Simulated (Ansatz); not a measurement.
**Two runs on SiBrCl**

System: SiBrCl, SMILES Cl[Si]Br.
Method of run A: RKS r2SCAN-D4/def2-TZVPP (Ansatz 0.2.0).

The geometry: displaced from a GFN2-xTB structure. Text and figures count atoms from 1; the logs count them from 0 in places.

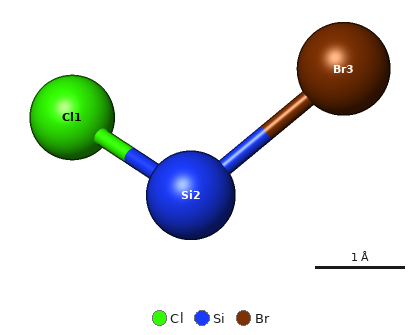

Fig. 1: The structure (ball-and-stick view, seen at a tilt; atoms are numbered from 1 in the order of the input). Bond lengths as drawn: Br–Si 2.25 Å and Cl–Si 1.98 Å.

## The input, run A
```yaml
crystal:
  periodic: [false, false, false]
  atoms:
    - {symbol: Cl, position_ang: [0.625000, 1.452000, 0.563900]}
    - {symbol: Si, position_ang: [-0.751300, 0.353000, -0.346900]}
    - {symbol: Br, position_ang: [0.019400, -1.752500, -0.167500]}
basis:
  gaussian: {orbitals: def2-TZVPP}
hamiltonian: {xc: r2scan, dispersion: d4}
output: {forces: true}
```

Hardware: 4 CPU threads, shared host.

## Output (run A)
```
Functional definition: r2SCAN
  parameter k0 = 0.174
  parameter k1 = 0.065
  parameter a1 = 4.9479
  exchange = r2scan_x(k0 = k0, k1 = k1, a1 = a1)
  correlation = r2scan_c
958 factors; their error is unknown
mean field evaluation 1: about -90446.4327 eV, gradient 1.4e1 eV
mean field evaluation 2: about -90446.5121 eV, gradient 1.3e1 eV
mean field evaluation 4: about -90446.8609 eV, gradient 8.7e-1 eV
mean field evaluation 8: about -90446.8127 eV, gradient 3.1e-2 eV
mean field evaluation 16: about -90446.8127 eV, gradient 1.5e-5 eV
mean field -90446.81273015 eV, -3323.8590607813 hartree, gradient 1.5e-5 eV, S^2 0.000000; 0 other end points of the search recorded, 0 dependent functions left out
the calculation of the forces begins
reference -90446.81273826 eV, -3323.8590610795 hartree; 33, 33 occupied and 99, 99 virtual orbitals, 958 factors
Total energy: -90446.83346589 eV, -3323.8598228059 hartree
Atom 0 at     0.625000     1.452000     0.563900 Å, force     1.331426     0.947306     0.867025 eV/Å
Atom 1 at    -0.751300     0.353000    -0.346900 Å, force    -1.480833    -0.746037    -0.926944 eV/Å
Atom 2 at     0.019400    -1.752500    -0.167500 Å, force     0.149407    -0.201270     0.059920 eV/Å
Dipole moment:    -0.037761     0.150855    -0.002994 e Å
```

For run B the input was changed thus:
```diff
-hamiltonian: {xc: r2scan, dispersion: d4}
+correlation: {method: ccsd_t}
```

What does this change do to the results?

The total energies belong to different models, so their difference says nothing on which is more stable or more accurate. The dipole moment goes from 0.75 to 0.86 D.

## Output (run B)
```
Functional definition: HF
  exchange = exact_x
  correlation = 0
830 factors; integrals over basis functions are off by at most 8.4e-4 eV
mean field evaluation 1: about -90366.1424 eV, gradient 1.5e1 eV
mean field evaluation 2: about -90366.3175 eV, gradient 1.5e1 eV
mean field evaluation 4: about -90367.1742 eV, gradient 1.7e0 eV
mean field evaluation 8: about -90367.2068 eV, gradient 2.1e-1 eV
mean field evaluation 16: about -90366.1429 eV, gradient 1.5e1 eV
mean field -90367.20723502 eV, -3320.9336127938 hartree, gradient 7.5e-6 eV, S^2 0.000000; 0 other end points of the search recorded, 0 dependent functions left out; unrestricted orbitals would lower it
19 core orbitals not correlated: weight in the atoms' cores, before any rotation towards them, 1.000 or more for the frozen orbitals, at most 0.000 for the correlated occupied ones
reference -90367.20723502 eV, -3320.9336127938 hartree; 14, 14 occupied and 99, 99 virtual orbitals, 830 factors
second order -15.19117655 eV of doubles, -0.00000000 eV of singles
cycle   1  -15.52891291 eV  change   -3.4e-1 eV  update   8.7e-2
cycle   2  -15.91155182 eV  change   -3.8e-1 eV  update   2.8e-2
cycle   3  -15.97925637 eV  change   -6.8e-2 eV  update   1.5e-2
cycle   4  -15.96155109 eV  change    1.8e-2 eV  update   4.2e-3
cycle   5  -15.96186785 eV  change   -3.2e-4 eV  update   1.6e-3
cycle   6  -15.96213906 eV  change   -2.7e-4 eV  update   5.3e-4
cycle   7  -15.96185526 eV  change    2.8e-4 eV  update   2.0e-4
cycle   8  -15.96190995 eV  change   -5.5e-5 eV  update   6.4e-5
cycle   9  -15.96191745 eV  change   -7.5e-6 eV  update   2.6e-5
cycle  10  -15.96189388 eV  change    2.4e-5 eV  update   9.2e-6
cycle  11  -15.96190023 eV  change   -6.3e-6 eV  update   4.2e-6
perturbative correction -0.67790462 eV, -0.0249125352 hartree
the calculation of the forces begins
Total energy: -90383.84703986 eV, -3321.5451143430 hartree
Atom 0 at     0.625000     1.452000     0.563900 Å, force     1.320239     0.953033     0.861403 eV/Å
Atom 1 at    -0.751300     0.353000    -0.346900 Å, force    -1.421506    -0.857101    -0.906935 eV/Å
Atom 2 at     0.019400    -1.752500    -0.167500 Å, force     0.101267    -0.095932     0.045533 eV/Å
Dipole moment:    -0.062637     0.166702    -0.015117 e Å
```

## The two runs side by side

```csv
quantity,run A,run B
outcome,converged,converged
total energy (hartree),−3323.859823,−3321.545114
dipole moment (D),0.75,0.86
largest force (eV/Å),1.900,1.892
basis functions,132,132
wall time (shared host),1.1 s,22 s
```
